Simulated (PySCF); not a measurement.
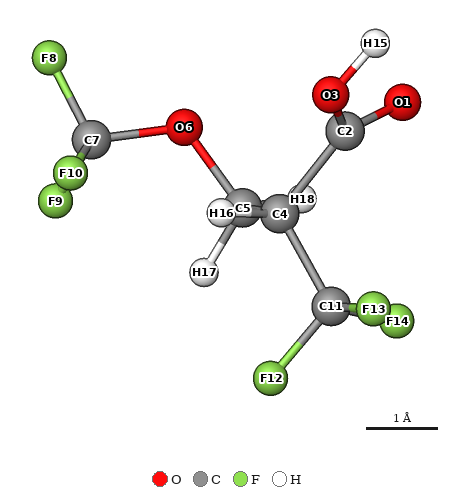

**Figure 1.** The structure (ball-and-stick view, seen at a tilt; atoms are numbered from 1 in the order of the input). Bond lengths as drawn: C–C 1.52 Å, C–F 1.31 to 1.34 Å, C–H 1.10 Å, C–O 1.20 to 1.42 Å and H–O 0.97 Å.

**Two runs on C5H4F6O3**

System: C5H4F6O3.
Method of run A: GIAO PBE0/pcSseg-1 NMR shielding, non-relativistic, IEF-PCM methanol (PySCF 2.14.0).

The geometry comes from this level: PBE0-D3(BJ)/def2-SVP. Text and figures count atoms from 1; the logs count them from 0 in places.

## Input file, run A
```
{"job": {"kind": "nmr", "xc": "PBE0", "basis": "pcSseg-1", "solvent": "methanol", "pop": false}, "charge": 0, "multiplicity": 1}
O     -1.913300     0.941976     1.322043
C     -1.276788     1.150967     0.327524
O     -1.170082     2.340801    -0.257637
C     -0.491349     0.082889    -0.416364
C      0.231356    -0.818069     0.576591
O      1.222502    -0.088933     1.283488
C      2.465413    -0.121204     0.789871
F      3.233242     0.629921     1.548260
F      2.964802    -1.359211     0.762073
F      2.526185     0.340703    -0.468555
C     -1.419783    -0.741867    -1.292509
F     -0.709673    -1.546978    -2.086823
F     -2.173330     0.035939    -2.066267
F     -2.232782    -1.508289    -0.566452
H     -1.703951     2.963056     0.262334
H      0.223583     0.565640    -1.095516
H      0.676533    -1.685034     0.066776
H     -0.483952    -1.171845     1.329478
```

The first line tells a small driver script what to run in PySCF; the rest is the geometry in Å.

Command:
```bash
OMP_NUM_THREADS=1 python <driver script> task.json out
```

Hardware: 1 CPU thread, shared host.

## Output (run A)
```
coarse grid: 17688 points
cycle   1  E = -1016.0698370901  dE =  2.875e+00  |g| = 1.566e+00  |ddm| = 3.837e+00
cycle   2  E = -1015.5211952677  dE =  5.486e-01  |g| = 2.435e+00  |ddm| = 2.102e+00
cycle   3  E = -1016.4708720435  dE = -9.497e-01  |g| = 2.850e-01  |ddm| = 1.439e+00
cycle   4  E = -1016.4834630881  dE = -1.259e-02  |g| = 1.179e-01  |ddm| = 2.291e-01
cycle   5  E = -1016.4857057752  dE = -2.243e-03  |g| = 2.496e-02  |ddm| = 7.395e-02
cycle   6  E = -1016.4858239083  dE = -1.181e-04  |g| = 6.511e-03  |ddm| = 2.131e-02
cycle   7  E = -1016.4858310207  dE = -7.112e-06  |g| = 1.798e-03  |ddm| = 4.065e-03
final grid: 180776 points
cycle   8  E = -1016.6321924156  dE = -5.848e-05  |g| = 1.405e-02  |ddm| = 2.967e-02
cycle   9  E = -1016.6321449028  dE =  4.751e-05  |g| = 2.181e-02  |ddm| = 2.037e-02
cycle  10  E = -1016.6322260982  dE = -8.120e-05  |g| = 1.970e-03  |ddm| = 1.280e-02
cycle  11  E = -1016.6322267553  dE = -6.571e-07  |g| = 5.168e-04  |ddm| = 1.362e-03
cycle  12  E = -1016.6322267962  dE = -4.089e-08  |g| = 1.670e-04  |ddm| = 3.894e-04
cycle  13  E = -1016.6322268013  dE = -5.137e-09  |g| = 3.916e-05  |ddm| = 1.199e-04
cycle  14  E = -1016.6322268016  dE = -2.333e-10  |g| = 8.551e-06  |ddm| = 2.335e-05
converged SCF energy = -1016.6322268016

GIAO shielding tensors (ppm)
atom      isotropic    diamagn.    paramagn.     s11        s22        s33       span
  0 O      -85.537     403.787    -489.324   -334.706   -218.159    296.253    630.958
  1 C       10.619     250.299    -239.681    -88.523     42.805     77.574    166.097
  2 O      105.075     391.932    -286.858    -66.034    152.188    229.070    295.103
  3 C      133.302     252.245    -118.943    118.652    136.374    144.879     26.227
  4 C      120.121     246.673    -126.553     88.534    109.236    162.591     74.057
  5 O      229.852     400.120    -170.268    182.304    221.550    285.702    103.398
  6 C       55.733     239.433    -183.699     48.228     51.546     67.425     19.197
  7 F      253.077     466.984    -213.906    190.395    218.500    350.338    159.943
  8 F      256.008     470.191    -214.184    174.769    227.821    365.433    190.664
  9 F      249.011     476.808    -227.797    175.537    215.996    355.498    179.961
 10 C       55.887     244.857    -188.970     54.797     56.127     56.736      1.939
 11 F      254.194     474.171    -219.977    171.707    248.647    342.228    170.522
 12 F      255.291     471.428    -216.137    176.016    254.542    335.315    159.298
 13 F      265.809     473.948    -208.139    181.844    279.645    335.937    154.093
 14 H       23.970      28.242      -4.272     18.241     20.483     33.186     14.945
 15 H       27.452      32.780      -5.328     24.689     27.739     29.928      5.239
 16 H       26.753      31.075      -4.322     21.429     28.092     30.738      9.309
 17 H       26.527      30.213      -3.686     22.105     26.904     30.573      8.468
```

For run B the input was changed thus:
```diff
-"solvent": "methanol"
-"pop": false
+"solvent": "acetonitrile"
+"pop": true
```

How does run B compare with run A?

The total energy of run B is 0.04 kcal/mol lower: the change of the electrostatic solvation energy at this fixed geometry, without cavity or dispersion terms. Of all shieldings, the largest change is that of O1, by +0.1 ppm. The number of SCF iterations is the same.

## Output (run B)
```
coarse grid: 17688 points
cycle   1  E = -1016.0699525103  dE =  2.875e+00  |g| = 1.566e+00  |ddm| = 3.837e+00
cycle   2  E = -1015.5217294112  dE =  5.482e-01  |g| = 2.434e+00  |ddm| = 2.101e+00
cycle   3  E = -1016.4709704251  dE = -9.492e-01  |g| = 2.846e-01  |ddm| = 1.438e+00
cycle   4  E = -1016.4835217841  dE = -1.255e-02  |g| = 1.179e-01  |ddm| = 2.289e-01
cycle   5  E = -1016.4857633095  dE = -2.242e-03  |g| = 2.494e-02  |ddm| = 7.392e-02
cycle   6  E = -1016.4858812431  dE = -1.179e-04  |g| = 6.505e-03  |ddm| = 2.129e-02
cycle   7  E = -1016.4858883436  dE = -7.101e-06  |g| = 1.797e-03  |ddm| = 4.062e-03
final grid: 180776 points
cycle   8  E = -1016.6322495742  dE = -5.849e-05  |g| = 1.405e-02  |ddm| = 2.967e-02
cycle   9  E = -1016.6322021102  dE =  4.746e-05  |g| = 2.180e-02  |ddm| = 2.037e-02
cycle  10  E = -1016.6322832501  dE = -8.114e-05  |g| = 1.967e-03  |ddm| = 1.280e-02
cycle  11  E = -1016.6322839049  dE = -6.548e-07  |g| = 5.168e-04  |ddm| = 1.360e-03
cycle  12  E = -1016.6322839458  dE = -4.088e-08  |g| = 1.669e-04  |ddm| = 3.892e-04
cycle  13  E = -1016.6322839509  dE = -5.144e-09  |g| = 3.914e-05  |ddm| = 1.199e-04
cycle  14  E = -1016.6322839512  dE = -2.274e-10  |g| = 8.547e-06  |ddm| = 2.334e-05
converged SCF energy = -1016.6322839512

GIAO shielding tensors (ppm)
atom      isotropic    diamagn.    paramagn.     s11        s22        s33       span
  0 O      -85.437     403.793    -489.230   -334.570   -218.026    296.285    630.854
  1 C       10.605     250.299    -239.694    -88.512     42.753     77.575    166.087
  2 O      105.055     391.936    -286.882    -66.100    152.234    229.030    295.131
  3 C      133.301     252.244    -118.943    118.651    136.376    144.876     26.226
  4 C      120.118     246.673    -126.555     88.531    109.232    162.592     74.062
  5 O      229.858     400.124    -170.266    182.309    221.552    285.712    103.403
  6 C       55.733     239.431    -183.699     48.225     51.547     67.427     19.201
  7 F      253.089     466.985    -213.896    190.409    218.510    350.349    159.940
  8 F      256.008     470.191    -214.184    174.773    227.818    365.432    190.658
  9 F      249.007     476.808    -227.801    175.531    215.992    355.496    179.965
 10 C       55.885     244.858    -188.973     54.798     56.124     56.734      1.936
 11 F      254.194     474.171    -219.977    171.704    248.649    342.228    170.524
 12 F      255.300     471.429    -216.129    176.024    254.553    335.323    159.299
 13 F      265.820     473.949    -208.129    181.855    279.658    335.948    154.093
 14 H       23.966      28.238      -4.273     18.237     20.477     33.183     14.945
 15 H       27.451      32.778      -5.328     24.687     27.737     29.927      5.240
 16 H       26.752      31.073      -4.322     21.427     28.091     30.736      9.309
 17 H       26.527      30.213      -3.686     22.105     26.904     30.573      8.468
```

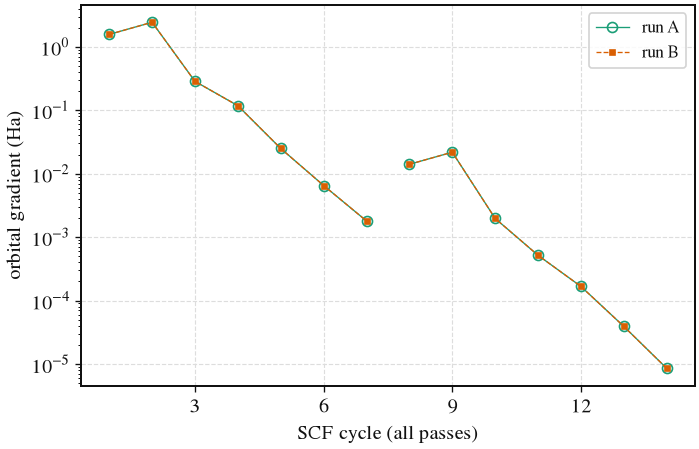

**Figure 2.** Convergence of the two runs: orbital gradient against the SCF cycle. A break in a curve parts two SCF passes (coarse and final grid). Run A takes 14 cycles in all, and run B takes 14.

## The two runs side by side

```csv
quantity,run A,run B
outcome,converged,converged
total energy (hartree),−1016.632227,−1016.632284
HOMO (eV),−8.80,−8.80
LUMO (eV),−0.44,−0.44
dipole moment (D),1.41,1.41
shielding of O1 (ppm),−85.5,−85.4
shielding of C2 (ppm),10.6,10.6
shielding of O3 (ppm),105.1,105.1
shielding of O6 (ppm),229.9,229.9
shielding of F8 (ppm),253.1,253.1
shielding of F13 (ppm),255.3,255.3
shielding of F14 (ppm),265.8,265.8
SCF iterations,14,14
basis functions,258,258
wall time (shared host),1.8 min,1.9 min
```
